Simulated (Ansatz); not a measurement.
# S + HH (H₂S) (triplet): an exchange reaction of three atoms

Aim: map the energy of S + HH (the system S + H₂), spin multiplicity 3 over two coordinates, and find its wells, ridges and stiffness.

The runs use Ansatz 0.2.0; UKS BHLYP-D4/aug-cc-pVTZ.

### 1 Reference: S (triplet) by itself, as typed

input.yaml reads:

```yaml
crystal:
  periodic: [false, false, false]
  atoms:
    - { symbol: S, position_ang: [0.0, 0.0, 0.0] }
magnetization:
  spin_polarized: true
  initial_magnetization: 2
basis:
  gaussian: { orbitals: aug-cc-pVTZ }
hamiltonian:
  xc: { name: BHLYP }
```

The run is started by

```
> ansatz run input.yaml --threads 1 --pin off --max-ram 2560MiB --backend cpu --events-out ev --progress --plain --runs-dir out
```

The log of the run:

```text
Warning: RAYON_NUM_THREADS=1 ignored (pool sized by the plan → 1); use --threads N
Engine: ansatz 0.2.0, x86_64-unknown-linux-gnu
Functional definition: BHLYP
  parameter a = 0.5
  exchange = (1 - a)*b88_x + a*exact_x
  correlation = lyp_c
382 factors; their error is unknown
mean field evaluation 1: about -10833.4087 eV, gradient 4.0e0 eV
mean field evaluation 2: about -10833.5137 eV, gradient 9.9e-1 eV
mean field evaluation 4: about -10833.5240 eV, gradient 7.4e-2 eV
mean field evaluation 8: about -10833.6272 eV, gradient 2.7e-3 eV
mean field -10833.62718010 eV, -398.1284555725 hartree, gradient 4.0e-5 eV, S^2 2.005501; 0 other end points of the search recorded, 0 dependent functions left out
reference -10833.62729557 eV, -398.1284598158 hartree; 9, 7 occupied and 41, 43 virtual orbitals, 382 factors
Total energy: -10833.62729557 eV, -398.1284598158 hartree
```

Wall time 0.44 s (1 thread of Intel Xeon Platinum 8375C at 2.90GHz (Ice Lake), shared host); peak memory 0.12 GiB.

### 2 Reference run: H₂, relaxed

input.yaml reads:

```yaml
crystal:
  periodic: [false, false, false]
  atoms:
    - { symbol: H, position_ang: [0.0, 0.0, 0.0] }
    - { symbol: H, position_ang: [0.74, 0.0, 0.0] }
basis:
  gaussian: { orbitals: aug-cc-pVTZ }
hamiltonian:
  xc: { name: BHLYP }
  dispersion: d4
output:
  forces: true
relax:
  f_tol: 0.003
  max_steps: 120
```

The run is started by

```
> ansatz run input.yaml --threads 1 --pin off --max-ram 2560MiB --backend cpu --events-out ev --progress --plain --runs-dir out
```

The log of the run, cut to the lines that bear on the results:

```text
Warning: RAYON_NUM_THREADS=1 ignored (pool sized by the plan → 1); use --threads N
[...]
[... 1 set-up line as earlier in the session ...]
[...]
128 factors; their error is unknown
[...]
mean field -31.84033745 eV, -1.1701108193 hartree, gradient 2.6e-5 eV, S^2 0.000000; 0 other end points of the search recorded, 0 dependent functions left out
[...]
reference -31.84042806 eV, -1.1701141490 hartree; 1, 1 occupied and 45, 45 virtual orbitals, 128 factors
relax step   1: F+E_penalty+E_count = -31.84207907 eV  Δ(F+E_penalty+E_count) = +0.000e0 eV  max|allowed force component| = 1.109e-1 eV/Å  Δτ_max = 0.0000 Å  (21 SCF iters, accepted)
[...]
relax step   2: F+E_penalty+E_count = -31.84224378 eV  Δ(F+E_penalty+E_count) = -1.647e-4 eV  max|allowed force component| = 2.604e-3 eV/Å  Δτ_max = 0.0014 Å  (23 SCF iters, accepted)
128 factors; their error is unknown
[...]
mean field -31.84050295 eV, -1.1701169010 hartree, gradient 1.8e-5 eV, S^2 0.000000; 1 other end points of the search recorded, 0 dependent functions left out
[...]
reference -31.84059335 eV, -1.1701202234 hartree; 1, 1 occupied and 45, 45 virtual orbitals, 128 factors
Total energy: -31.84233419 eV, -1.1701841978 hartree
Atom 0 at     0.001447    -0.000000    -0.000000 Å, force     0.002605     0.000000     0.000000 eV/Å
Atom 1 at     0.738553     0.000000     0.000000 Å, force    -0.002605    -0.000000    -0.000000 eV/Å
Dipole moment:    -0.000000    -0.000000     0.000000 e Å
```

It took 0.48 s on 1 thread of Intel Xeon Platinum 8375C at 2.90GHz (Ice Lake), shared host; peak memory 0.11 GiB.

Relaxation path:

```tsv
step	energy from step 1 (eV)	largest force component (eV/Å)
1	0.0000	0.1109
2	-0.0002	0.0026
```

The bond:

```tsv
bond	before (Å)	after (Å)	change (Å)
H1–H2	0.740	0.737	-0.003
```

### 3 Setting up the map

- distance S1–H2: 11 values from 1.088 to 3.088 Å
- distance H2–H3: 11 values from 0.592 to 2.592 Å

Nothing else is relaxed (the angle S1–H2–H3 is fixed at 160 degrees). Energies count from S far from the relaxed H2 (each part in its own basis).

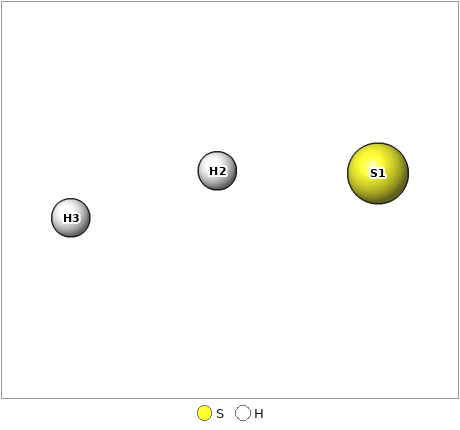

The geometry at distance S1–H2 = 1.696 Å, distance H2–H3 = 1.622 Å.

Below, 3 of the grid's runs; all are launched alike.

### 4 The run at distance S1–H2 = 3.088 Å, distance H2–H3 = 0.692 Å

input.yaml reads:

```yaml
crystal:
  periodic: [false, false, false]
  atoms:
    - { symbol: S, position_ang: [-3.088, 0.0, 0.0] }
    - { symbol: H, position_ang: [0.0, 0.0, 0.0] }
    - { symbol: H, position_ang: [0.650267, 0.236678, 0.0] }
magnetization:
  spin_polarized: true
  initial_magnetization: 2
basis:
  gaussian: { orbitals: aug-cc-pVTZ }
hamiltonian:
  xc: { name: BHLYP }
  dispersion: d4
output:
  forces: true
```

The run is started by

```
> ansatz run input.yaml --threads 1 --pin off --max-ram 2560MiB --backend cpu --events-out ev --progress --plain --runs-dir out
```

The log of the run, cut to the lines that bear on the results:

```text
Warning: RAYON_NUM_THREADS=1 ignored (pool sized by the plan → 1); use --threads N
[...]
[... 1 set-up line as earlier in the session ...]
[...]
510 factors; their error is unknown
[...]
mean field -10865.42375006 eV, -399.2969579659 hartree, gradient 1.9e-6 eV, S^2 2.005520; 3 other end points of the search recorded, 0 dependent functions left out
[...]
reference -10865.42389839 eV, -399.2969634170 hartree; 10, 8 occupied and 86, 88 virtual orbitals, 510 factors
Total energy: -10865.43434264 eV, -399.2973472360 hartree
Atom 0 at    -3.088000     0.000000     0.000000 Å, force    -0.019782     0.001268    -0.000000 eV/Å
Atom 1 at     0.000000     0.000000     0.000000 Å, force    -1.852947    -0.688910     0.000000 eV/Å
Atom 2 at     0.650267     0.236678     0.000000 Å, force     1.872729     0.687642    -0.000000 eV/Å
Dipole moment:    -0.007736    -0.003482    -0.000000 e Å
```

It took 11 s on 1 thread of Intel Xeon Platinum 8375C at 2.90GHz (Ice Lake), shared host; peak memory 0.2 GiB.

On the map this point reads 0.035 eV.

### 5 Point distance S1–H2 = 1.696 Å, distance H2–H3 = 1.622 Å

input.yaml reads:

```yaml
crystal:
  periodic: [false, false, false]
  atoms:
    - { symbol: S, position_ang: [-1.696, 0.0, 0.0] }
    - { symbol: H, position_ang: [0.0, 0.0, 0.0] }
    - { symbol: H, position_ang: [1.524181, 0.554757, 0.0] }
magnetization:
  spin_polarized: true
  initial_magnetization: 2
basis:
  gaussian: { orbitals: aug-cc-pVTZ }
hamiltonian:
  xc: { name: BHLYP }
  dispersion: d4
output:
  forces: true
```

The run is started by

```
> ansatz run input.yaml --threads 1 --pin off --max-ram 2560MiB --backend cpu --events-out ev --progress --plain --runs-dir out
```

The log of the run, cut to the lines that bear on the results:

```text
Warning: RAYON_NUM_THREADS=1 ignored (pool sized by the plan → 1); use --threads N
[...]
[... 1 set-up line as earlier in the session ...]
[...]
510 factors; their error is unknown
[...]
mean field -10863.62843342 eV, -399.2309812964 hartree, gradient 5.1e-6 eV, S^2 2.036670; 1 other end points of the search recorded, 0 dependent functions left out
[...]
reference -10863.62859014 eV, -399.2309870557 hartree; 10, 8 occupied and 86, 88 virtual orbitals, 510 factors
Total energy: -10863.64785968 eV, -399.2316951983 hartree
Atom 0 at    -1.696000     0.000000     0.000000 Å, force     3.367119    -0.018892    -0.000000 eV/Å
Atom 1 at     0.000000     0.000000     0.000000 Å, force    -2.807118     0.243737     0.000000 eV/Å
Atom 2 at     1.524181     0.554757     0.000000 Å, force    -0.560001    -0.224845    -0.000000 eV/Å
Dipole moment:     0.192475     0.016582     0.000000 e Å
```

Run time: 5.6 s. Hardware: 1 thread of Intel Xeon Platinum 8375C at 2.90GHz (Ice Lake), shared host; peak memory 0.2 GiB.

That is 1.82 eV from the zero.

### 6 Grid point distance S1–H2 = 2.118 Å, distance H2–H3 = 1.404 Å

input.yaml reads:

```yaml
crystal:
  periodic: [false, false, false]
  atoms:
    - { symbol: S, position_ang: [-2.118, 0.0, 0.0] }
    - { symbol: H, position_ang: [0.0, 0.0, 0.0] }
    - { symbol: H, position_ang: [1.319328, 0.480196, 0.0] }
magnetization:
  spin_polarized: true
  initial_magnetization: 2
basis:
  gaussian: { orbitals: aug-cc-pVTZ }
hamiltonian:
  xc: { name: BHLYP }
  dispersion: d4
output:
  forces: true
```

The run is started by

```
> ansatz run input.yaml --threads 1 --pin off --max-ram 2560MiB --backend cpu --events-out ev --progress --plain --runs-dir out
```

The log of the run, cut to the lines that bear on the results:

```text
Warning: RAYON_NUM_THREADS=1 ignored (pool sized by the plan → 1); use --threads N
[...]
[... 1 set-up line as earlier in the session ...]
[...]
510 factors; their error is unknown
[...]
mean field -10863.01076977 eV, -399.2082825759 hartree, gradient 6.9e-6 eV, S^2 2.138469; 3 other end points of the search recorded, 0 dependent functions left out
[...]
reference -10863.01092787 eV, -399.2082883861 hartree; 10, 8 occupied and 86, 88 virtual orbitals, 510 factors
Total energy: -10863.03273997 eV, -399.2090899660 hartree
Atom 0 at    -2.118000     0.000000     0.000000 Å, force     1.163300    -0.004495     0.000000 eV/Å
Atom 1 at     0.000000     0.000000     0.000000 Å, force     1.747199     1.071045    -0.000000 eV/Å
Atom 2 at     1.319328     0.480196     0.000000 Å, force    -2.910499    -1.066550     0.000000 eV/Å
Dipole moment:     0.095837     0.013304     0.000000 e Å
```

Run time: 4.4 s. Hardware: 1 thread of Intel Xeon Platinum 8375C at 2.90GHz (Ice Lake), shared host; peak memory 0.2 GiB.

That is 2.44 eV from the zero.

### 7 All points together

95 points were computed, and 26 have no value (skipped by design, atoms too close, or no result). Energies in eV, from S far from the relaxed H2 (each part in its own basis):

| distance H2–H3 (Å) ↓, distance S1–H2 (Å) → | 1.088 | 1.188 | 1.335 | 1.506 | 1.696 | 1.900 | 2.118 | 2.346 | 2.584 | 2.832 | 3.088 |
| --- | --- | --- | --- | --- | --- | --- | --- | --- | --- | --- | --- |
| 2.592 | 2.35 | 1.39 | 0.99 | 1.28 | 2.00 | 2.85 | 3.60 | 4.06 | 4.32 | 4.46 | 4.53 |
| 2.336 | 2.35 | – | 0.99 | – | 1.98 | – | 3.55 | – | 4.25 | – | 4.46 |
| 2.088 | 2.36 | 1.40 | 0.99 | 1.27 | 1.96 | 2.78 | 3.46 | 3.89 | 4.13 | 4.26 | 4.33 |
| 1.850 | 2.40 | – | 1.00 | – | 1.92 | – | 3.29 | – | 3.88 | – | 4.07 |
| 1.622 | 2.47 | 1.48 | 1.02 | 1.24 | 1.82 | 2.47 | 2.97 | 3.28 | 3.45 | 3.54 | 3.59 |
| 1.404 | 2.61 | – | 1.06 | – | 1.63 | – | 2.44 | – | 2.73 | – | 2.80 |
| 1.200 | 2.85 | 1.75 | 1.10 | 1.06 | 1.29 | 1.53 | 1.68 | 1.75 | 1.77 | 1.77 | 1.78 |
| 1.010 | 3.24 | – | 1.19 | – | 0.86 | – | 0.86 | – | 0.83 | – | 0.82 |
| 0.839 | 3.91 | 2.51 | 1.42 | 0.84 | 0.54 | – | 0.26 | 0.20 | 0.17 | 0.15 | 0.15 |
| 0.692 | 4.97 | – | 2.02 | – | 0.67 | – | 0.20 | – | 0.06 | – | 0.04 |
| 0.592 | 6.27 | 4.53 | 2.97 | 1.95 | 1.32 | 0.95 | 0.74 | 0.63 | 0.58 | 0.56 | 0.55 |

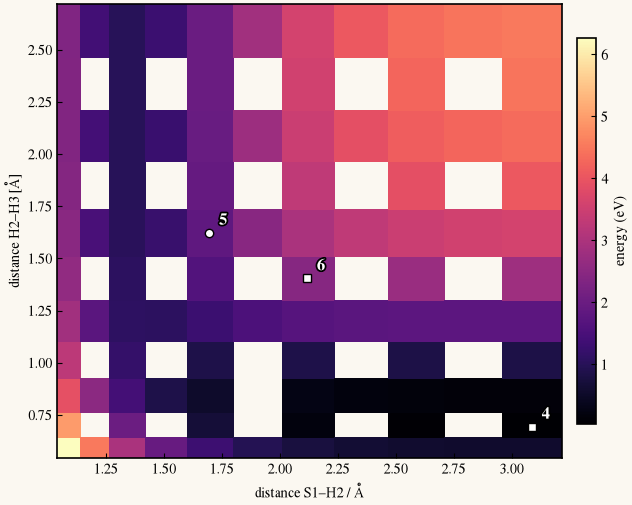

The map; numbers mark the steps of this session that print a point's run. The picture shows one coloured cell a grid point, blanks where no value was computed.

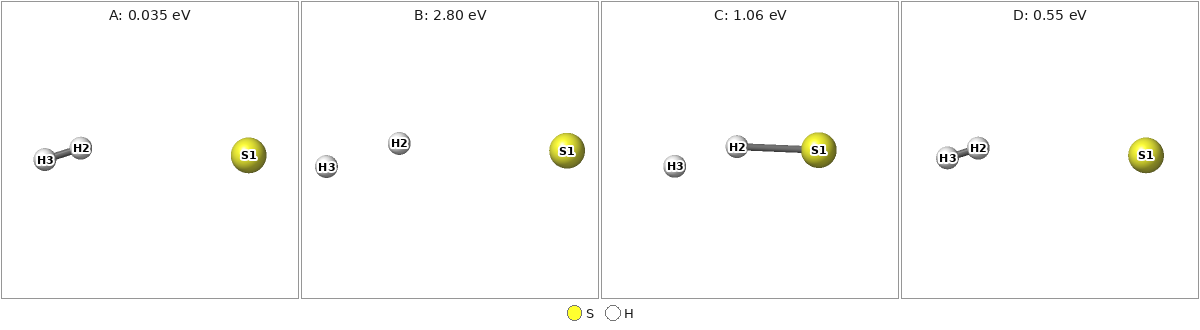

Structures on the grid, at one scale: A at distance S1–H2 = 3.088 Å, distance H2–H3 = 0.692 Å; B at distance S1–H2 = 3.088 Å, distance H2–H3 = 1.404 Å; C at distance S1–H2 = 1.506 Å, distance H2–H3 = 1.200 Å; D at distance S1–H2 = 3.088 Å, distance H2–H3 = 0.592 Å.

On the same grid, dipole moment (D):

```tsv
distance H2–H3 (Å) ↓, distance S1–H2 (Å) →	1.088	1.188	1.335	1.506	1.696	1.900	2.118	2.346	2.584	2.832	3.088
2.592	0.84	0.85	0.86	0.85	0.84	0.80	0.65	0.47	0.31	0.20	0.12
2.336	0.83	–	0.86	–	0.87	–	0.68	–	0.32	–	0.12
2.088	0.81	0.83	0.87	0.90	0.91	0.87	0.70	0.50	0.33	0.20	0.12
1.850	0.76	–	0.85	–	0.94	–	0.69	–	0.31	–	0.11
1.622	0.67	0.73	0.81	0.89	0.93	0.83	0.62	0.41	0.25	0.15	0.08
1.404	0.53	–	0.73	–	0.83	–	0.46	–	0.11	–	0.40
1.200	0.35	0.47	0.61	0.71	0.67	0.49	0.26	0.05	0.24	0.37	0.28
1.010	0.19	–	0.52	–	0.54	–	0.17	–	0.09	–	0.18
0.839	0.12	0.31	0.52	0.59	0.49	–	0.18	0.08	0.02	0.06	0.10
0.692	0.17	–	0.63	–	0.52	–	0.20	–	0.05	–	0.04
0.592	0.33	0.59	0.75	0.72	0.55	0.37	0.22	0.12	0.06	0.03	0.01
```

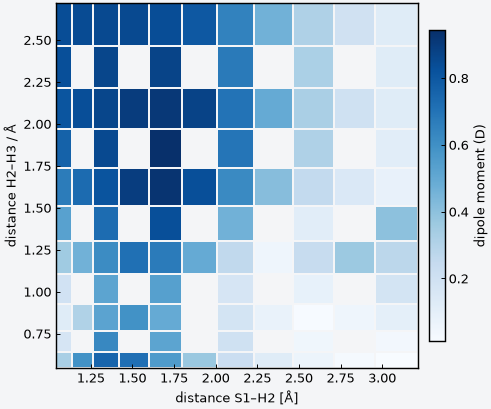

The dipole moment over the grid. The picture shows one coloured cell a grid point, blanks where no value was computed.

### 8 What came out

```
                                            quantity                                                                                                                                               value
                                        lowest point                                                                                        distance S1–H2 = 3.088 Å, distance H2–H3 = 0.692 Å, 0.035 eV
highest computed point (blank points may lie higher)                                                                        distance S1–H2 = 1.088 Å, distance H2–H3 = 0.592 Å, 6.23 eV above the lowest
                                   dipole moment (D)  0.01 at distance S1–H2 = 3.088 Å, distance H2–H3 = 0.592 Å to 0.94 at distance S1–H2 = 1.696 Å, distance H2–H3 = 1.850 Å; 0.04 at the lowest point
                             time for the whole task                                                                                                                     14 min on 1 thread, shared host
```

The lowest computed point is at distance S1–H2 = 3.088 Å, distance H2–H3 = 0.692 Å, 0.035 eV from S far from the relaxed H2 (each part in its own basis). It lies at the edge of the scanned range, so the true minimum may lie outside. The highest computed point, distance S1–H2 = 1.088 Å, distance H2–H3 = 0.592 Å, lies 6.23 eV above the lowest.
